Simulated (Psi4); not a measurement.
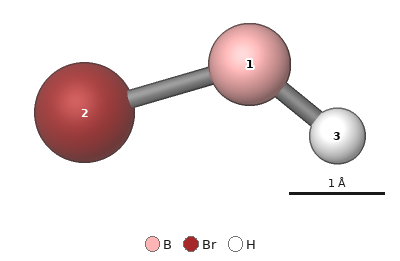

Fig. 1: The input geometry (ball-and-stick view, seen at a tilt; atoms are numbered from 1 in the order of the input). Bond lengths as drawn: B–Br 1.87 Å and B–H 1.19 Å.

## Geometry relaxation of BHBr (part 1 of 3)

- system: BHBr, multiplicity 2
- method: r2SCAN-3c/def2-mTZVPP, UKS (Psi4 1.11)

The geometry comes from this level: PBE0-D4/def2-TZVP.

## Input (run.py)
```python
import psi4

psi4.set_memory(1600000000)
psi4.set_num_threads(1)
psi4.core.set_output_file('run.log', False)

with open('bbrh.xyz') as f:
    atoms = ''.join(f.readlines()[2:])
m = psi4.geometry('0 2\n' + atoms + '')

psi4.set_options({
    'reference': 'uks',
    'geom_maxiter': 60,
})

e = psi4.optimize('R2SCAN-3C', molecule=m)
print('E =', round(e, 9))
print(m.to_string(dtype='xyz', units='Angstrom'))
```

## File bbrh.xyz
```
3
BBrH
B     -0.094500    -0.523000    -0.115700
Br     1.181000     0.563200     0.709800
H     -1.097400    -0.105000    -0.607300
```

Machine: 1 thread of Intel Xeon (Sapphire Rapids), 64 GiB of memory available, shared host.

Launch command:
```bash
python run.py
```

## Log
```
gradient() will perform analytic gradient computation.

   => Loading Basis Set <=

    Name: DEF2-MTZVPP
    Role: ORBITAL
    Keyword: BASIS

   => R2SCAN3C: Empirical Dispersion <=

        a1 =       0.420000
        a2 =       5.650000
       alp =      16.000000
        s6 =       1.000000
        s8 =       0.000000
        s9 =       2.000000
        ga =       2.000000
        gc =       1.000000
        wf =       6.000000

         ---------------------------------------------------------
                                   SCF
                              UKS Reference
                        1 Threads,   1525 MiB Core
         ---------------------------------------------------------

  ==> Geometry <==

    Molecular point group: cs
    Full point group: Cs

    Geometry (in Angstrom), charge = 0, multiplicity = 2:

       Center              X                  Y                   Z               Mass
    ------------   -----------------  -----------------  -----------------  -----------------
         B           -1.302180123604    -0.952886260742     0.000000000000    11.009305360000
         BR           0.212538433021     0.139729240803     0.000000000000    78.918337600000
         H           -2.418159023378    -0.532417397139     0.000000000000     1.007825032230

  Running in cs symmetry.

  Rotational constants: A =     19.86685  B =      0.43113  C =      0.42198 [cm^-1]
  Rotational constants: A = 595593.16771  B =  12925.05645  C =  12650.52551 [MHz]
  Nuclear repulsion =   58.623728353523035

  Charge       = 0
  Multiplicity = 2
  Electrons    = 41
  Nalpha       = 21
  Nbeta        = 20

  ==> Algorithm <==

  SCF Algorithm Type is DF.
  DIIS enabled.
  MOM disabled.
  Fractional occupation disabled.
  Guess Type is SAD.
  Energy threshold   = 1.00e-08
  Density threshold  = 1.00e-08
  Integral threshold = 1.00e-12

  ==> Primary Basis <==

  Basis Set: DEF2-MTZVPP
    Blend: DEF2-MTZVPP
    Number of shells: 26
    Number of basis functions: 60
    Number of Cartesian functions: 64
    Spherical Harmonics?: true
    Max angular momentum: 2

  ==> DFT Potential <==

   => LibXC <=

    Version 7.1.2

   => Composite Functional: R2SCAN3C <=

    Deriv               =              1
    GGA                 =           TRUE
    Meta                =           TRUE

    Exchange Hybrid     =          FALSE
    MP2 Hybrid          =          FALSE

   => Exchange Functionals <=

    1.0000   XC_MGGA_X_R2SCAN

   => Correlation Functionals <=

    1.0000   XC_MGGA_C_R2SCAN

   => LibXC Density Thresholds  <==

    XC_MGGA_C_R2SCAN:  1.00E-15
    XC_MGGA_X_R2SCAN:  1.00E-11

   => Molecular Quadrature <=

    Radial Scheme          =       TREUTLER
    Pruning Scheme         =           NONE
    Nuclear Scheme         =       TREUTLER

    Blocking Scheme        =         OCTREE
    BS radius alpha        =              1
    Pruning alpha          =              1
    Radial Points          =             75
    Spherical Points       =            302
    Total Points           =          65025
    Total Blocks           =            557
    Max Points             =            256
    Max Functions          =             60
    Weights Tolerance      =       1.00E-15

   => Loading Basis Set <=

    Name: (DEF2-MTZVPP AUX)
    Role: JKFIT
    Keyword: DF_BASIS_SCF

  ==> Integral Setup <==

  DFHelper Memory: AOs need 0.011 GiB; user supplied 0.896 GiB.
  SCF_SUBTYPE=INCORE selected. In-core MEM_DF algorithm will be used.
  Using in-core AOs.

  ==> MemDFJK: Density-Fitted J/K Matrices <==

    J tasked:                   Yes
    K tasked:                    No
    wK tasked:                   No
    Memory [MiB]:               917
    Algorithm:                 Core
    Schwarz Cutoff:           1E-12
    Mask sparsity (%):       0.3889
    Fitting Condition:        1E-10

   => Auxiliary Basis Set <=

  Basis Set: (DEF2-MTZVPP AUX)
    Blend: DEF2-UNIVERSAL-JKFIT
    Number of shells: 91
    Number of basis functions: 359
    Number of Cartesian functions: 480
    Spherical Harmonics?: true
    Max angular momentum: 5

  Cached 100.0% of DFT collocation blocks in 0.222 [GiB].

  Minimum eigenvalue in the overlap matrix is 1.2926525798E-02.
  Reciprocal condition number of the overlap matrix is 2.8875790005E-03.
    Using symmetric orthogonalization.

  ==> Pre-Iterations <==

  SCF Guess: Superposition of Atomic Densities via on-the-fly atomic UHF (no occupation information).

   -------------------------
    Irrep   Nso     Nmo
   -------------------------
     A'        43      43
     A"        17      17
   -------------------------
    Total      60      60
   -------------------------

  ==> Iterations <==

                           Total Energy        Delta E     RMS |[F,P]|

   @DF-UKS iter SAD: -2597.87766936246362   -2.59788e+03   0.00000e+00
   @DF-UKS iter   1: -2599.18232362811705   -1.30465e+00   3.19346e-02 ADIIS/DIIS
   @DF-UKS iter   2: -2599.20667272160063   -2.43491e-02   3.17676e-02 ADIIS/DIIS
   @DF-UKS iter   3: -2599.51238792862614   -3.05715e-01   1.86058e-03 ADIIS/DIIS
   @DF-UKS iter   4: -2599.51380092299814   -1.41299e-03   1.59808e-03 ADIIS/DIIS
   @DF-UKS iter   5: -2599.51746479400072   -3.66387e-03   2.48609e-04 ADIIS/DIIS
   @DF-UKS iter   6: -2599.51755059195466   -8.57980e-05   2.20002e-05 DIIS
   @DF-UKS iter   7: -2599.51755209215435   -1.50020e-06   6.55191e-06 DIIS
   @DF-UKS iter   8: -2599.51755221185340   -1.19699e-07   2.89797e-06 DIIS
   @DF-UKS iter   9: -2599.51755223103419   -1.91808e-08   9.24443e-07 DIIS
   @DF-UKS iter  10: -2599.51755223294049   -1.90630e-09   2.13297e-07 DIIS
   @DF-UKS iter  11: -2599.51755223303962   -9.91349e-11   4.97358e-08 DIIS
   @DF-UKS iter  12: -2599.51755223304644   -6.82121e-12   1.05162e-08 DIIS
   @DF-UKS iter  13: -2599.51755223304644    0.00000e+00   4.42339e-09 DIIS
  Energy and wave function converged.

  ==> Post-Iterations <==

   Electrons on quadrature grid:
      Nalpha   =   20.9999996663 ; deviation = -3.337e-07
      Nbeta    =   19.9999996683 ; deviation = -3.317e-07
      Ntotal   =   40.9999993345 ; deviation = -6.655e-07

   @Spin Contamination Metric:   3.632504443E-03
   @S^2 Expected:                7.500000000E-01
   @S^2 Observed:                7.536325044E-01
   @S   Expected:                5.000000000E-01
   @S   Observed:                5.000000000E-01

    Orbital Energies [Eh]
    ---------------------

    Alpha Occupied:

       1Ap  -482.247977     2Ap   -62.326583     3Ap   -56.106409
       1App  -56.105082     4Ap   -56.104307     5Ap    -8.657339
       6Ap    -6.711220     7Ap    -6.460247     2App   -6.454548
       8Ap    -6.451274     9Ap    -2.559161     3App   -2.557784
      10Ap    -2.555499     4App   -2.551115    11Ap    -2.550907
      12Ap    -0.776298    13Ap    -0.481210    14Ap    -0.377719
       5App   -0.319908    15Ap    -0.314683    16Ap    -0.194748

    Alpha Virtual:

       6App   -0.111336    17Ap     0.037083    18Ap     0.068980
      19Ap     0.128127    20Ap     0.140359     7App    0.154679
      21Ap     0.180499    22Ap     0.261823    23Ap     0.289986
       8App    0.295206     9App    0.431716    24Ap     0.431819
      10App    0.457857    25Ap     0.517802    26Ap     0.624567
      27Ap     0.719813    28Ap     0.780170    29Ap     0.882879
      11App    0.906976    30Ap     0.962175    31Ap     1.019188
      12App    1.319613    32Ap     1.423607    13App    1.502350
      33Ap     1.618658    34Ap     1.651132    14App    1.687053
      35Ap     1.839222    36Ap     2.040602    15App    2.193091
      37Ap     2.230168    16App    2.650582    38Ap     2.650833
      17App    2.737709    39Ap     2.769007    40Ap     2.924848
      41Ap     3.041837    42Ap     7.220848    43Ap    13.478502

    Beta Occupied:

       1Ap  -482.247699     2Ap   -62.326488     3Ap   -56.106141
       1App  -56.105110     4Ap   -56.103853     5Ap    -8.657054
       6Ap    -6.699444     7Ap    -6.459880     2App   -6.454492
       8Ap    -6.450646     9Ap    -2.558809     3App   -2.557584
      10Ap    -2.554678     4App   -2.550650    11Ap    -2.550337
      12Ap    -0.772415    13Ap    -0.460802    14Ap    -0.366808
       5App   -0.317915    15Ap    -0.299006

    Beta Virtual:

       6App   -0.078911    16Ap    -0.073809    17Ap     0.054009
      18Ap     0.079614    19Ap     0.150450     7App    0.171335
      20Ap     0.180244    21Ap     0.207785    22Ap     0.274880
      23Ap     0.301137     8App    0.302209     9App    0.435597
      24Ap     0.435608    10App    0.465292    25Ap     0.540930
      26Ap     0.639268    27Ap     0.749264    28Ap     0.819352
      11App    0.938084    29Ap     0.948589    30Ap     0.983261
      31Ap     1.049996    12App    1.369402    32Ap     1.492623
      13App    1.542129    33Ap     1.626405    34Ap     1.668795
      14App    1.708337    35Ap     1.883157    36Ap     2.073190
      15App    2.204486    37Ap     2.256652    38Ap     2.654554
      16App    2.654603    17App    2.740617    39Ap     2.777309
      40Ap     2.932018    41Ap     3.058927    42Ap     7.222180
      43Ap    13.477252

    Final Occupation by Irrep:
             Ap   App
    DOCC [    15,    5 ]
    SOCC [     1,    0 ]
    NA   [    16,    5 ]
    NB   [    15,    5 ]

  @DF-UKS Final Energy: -2599.51755223304644

   => Energetics <=

    Nuclear Repulsion Energy =             58.6237283535230347
    One-Electron Energy =               -3731.6869425062709524
    Two-Electron Energy =                1169.2329606267621784
    DFT Exchange-Correlation Energy =     -95.6886566114398249
    Empirical Dispersion Energy =           0.0013579043793883
    VV10 Nonlocal Energy =                  0.0000000000000000
    Total Energy =                      -2599.5175522330464446

  UHF NO Occupations:
  HONO-2 :   15 Ap 1.9992934
  HONO-1 :    5App 1.9992646
  HONO-0 :   16 Ap 1.0000000
  LUNO+0 :    6App 0.0007354
  LUNO+1 :   17 Ap 0.0007066
  LUNO+2 :   18 Ap 0.0002584
  LUNO+3 :   19 Ap 0.0001027

Computation Completed

Properties will be evaluated at   0.000000,   0.000000,   0.000000 [a0]

Properties computed using the SCF density matrix

 Multipole Moments:

 ------------------------------------------------------------------------------------
     Multipole            Electronic (a.u.)      Nuclear  (a.u.)        Total (a.u.)
 ------------------------------------------------------------------------------------

 L = 1.  Multiply by 2.5417464519 to convert [e a0] to [Debye]
 Dipole X            :          2.7074512           -2.8160972           -0.1086460
 Dipole Y            :          0.9348096           -0.7678435            0.1669661
 Dipole Z            :          0.0000000            0.0000000            0.0000000
 Magnitude           :                                                    0.1992025

 ------------------------------------------------------------------------------------

	total time  =          7 seconds =       0.12 minutes

         ------------------------------------------------------------
                                   SCF GRAD
         ------------------------------------------------------------

  ==> Geometry <==

    Molecular point group: cs
    Full point group: Cs

    Geometry (in Angstrom), charge = 0, multiplicity = 2:

       Center              X                  Y                   Z               Mass
    ------------   -----------------  -----------------  -----------------  -----------------
         B           -1.302180123604    -0.952886260742     0.000000000000    11.009305360000
         BR           0.212538433021     0.139729240803     0.000000000000    78.918337600000
         H           -2.418159023378    -0.532417397139     0.000000000000     1.007825032230

  Nuclear repulsion =   58.623728353523035

  ==> Basis Set <==

  Basis Set: DEF2-MTZVPP
    Blend: DEF2-MTZVPP
    Number of shells: 26
    Number of basis functions: 60
    Number of Cartesian functions: 64
    Spherical Harmonics?: true
    Max angular momentum: 2

  ==> DFJKGrad: Density-Fitted SCF Gradients <==

    Gradient:                    1
    J tasked:                  Yes
    K tasked:                   No
    wK tasked:                  No
    Integrals threads:           1
    Memory [MiB]:             1144
    Schwarz Cutoff:          1E-12
    Fitting Condition:       1E-10

   => Auxiliary Basis Set <=

  Basis Set: (DEF2-MTZVPP AUX)
    Blend: DEF2-UNIVERSAL-JKFIT
    Number of shells: 91
    Number of basis functions: 359
    Number of Cartesian functions: 480
    Spherical Harmonics?: true
    Max angular momentum: 5

   => Molecular Quadrature <=

    Radial Scheme          =       TREUTLER
    Pruning Scheme         =           NONE
    Nuclear Scheme         =       TREUTLER

    Blocking Scheme        =         OCTREE
    BS radius alpha        =              1
    Pruning alpha          =              1
    Radial Points          =             75
    Spherical Points       =            302
    Total Points           =          65025
    Total Blocks           =            557
    Max Points             =            256
    Max Functions          =             60
    Weights Tolerance      =       1.00E-15
```
